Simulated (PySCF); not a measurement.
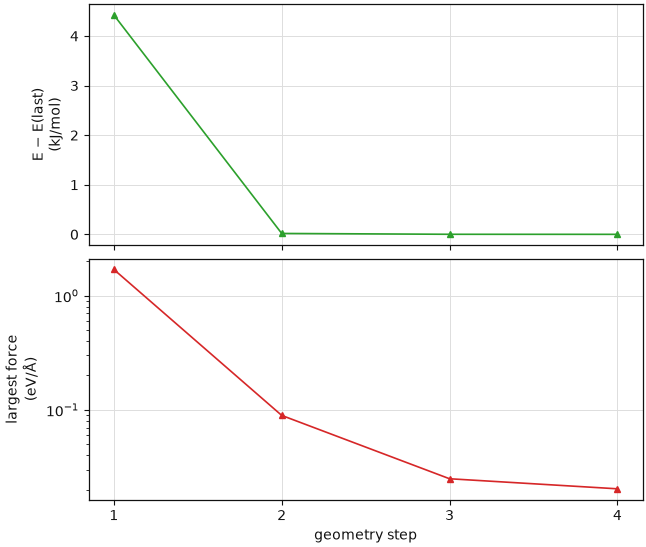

History of a geometry optimisation.

- system: 3-methyl-2-butenenitrile (SMILES CC(C)=CC#N)
- method: PBE0-D3(BJ)/def2-SVP, geometry optimisation (PySCF)

Q: How did it end, and what did it gain?

A: The optimisation met its thresholds at geometry 4, counting the start as the first. The energy fell by about 4.4 kJ/mol from the first step to the last. The largest force goes from about 1.7 eV/Å at the start to 0.02 eV/Å at the end.
